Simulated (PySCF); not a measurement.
| atom | x (Å) | y (Å) | z (Å) |
| --- | --- | --- | --- |
| F | -2.5333 | 2.0141 | 0.0439 |
| C | -1.4415 | 1.2829 | 0.3305 |
| C | -1.7499 | -0.1652 | 0.2071 |
| C | -0.7956 | -1.0543 | -0.0567 |
| F | -1.0949 | -2.3547 | -0.2539 |
| C | 0.6199 | -0.8520 | -0.2111 |
| N | 1.2012 | 0.3980 | -0.2107 |
| C | 2.5231 | 0.2879 | -0.2708 |
| S | 3.0356 | -1.3987 | -0.3631 |
| N | 1.4165 | -1.8501 | -0.4102 |
| H | -1.2115 | 1.4596 | 1.4251 |
| H | -0.6019 | 1.4537 | -0.2865 |
| H | -2.7601 | -0.5599 | 0.2561 |
| H | 3.1262 | 1.1144 | -0.0837 |

Geometry: GFN2-xTB, MD frame at 250 fs, 200 K.

The calculation used PBE0/pcSseg-1, SCF density, gas phase, non-relativistic in PySCF 2.14.0.

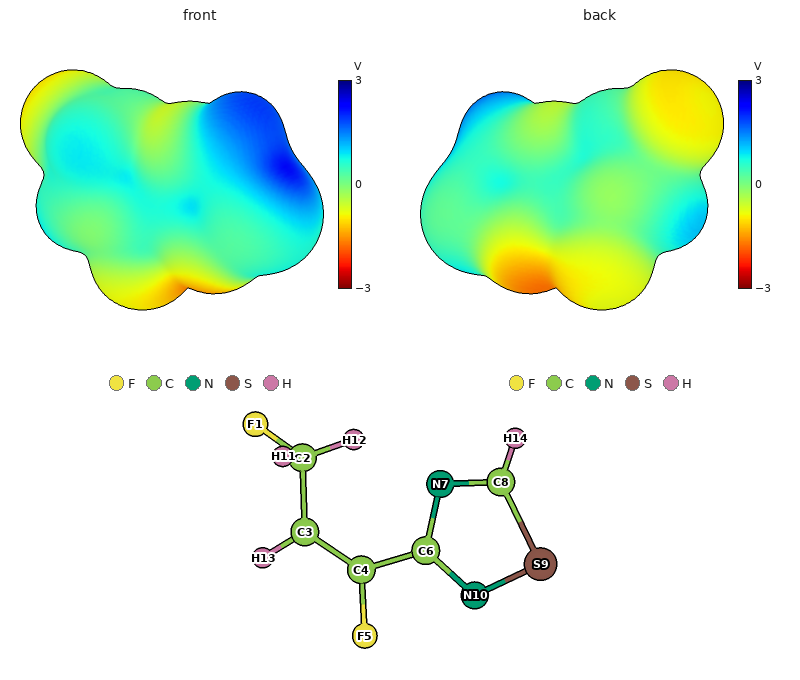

C5H4F2N2S. The molecular electrostatic potential painted on the density surface at 0.002 e/bohr³, seen from the front and from behind; red is negative and blue positive. The bare structure is drawn below in the same view.

Question: Describe the electrostatic potential map.

Answer: The most negative region (about −1.7 V) lies over N10, the most positive (about +2.1 V) over C8 and S9. N10 is the likeliest acceptor of a hydrogen bond.

Question: How polar is the molecule by this calculation?

Answer: Its dipole moment is 3.58 D.
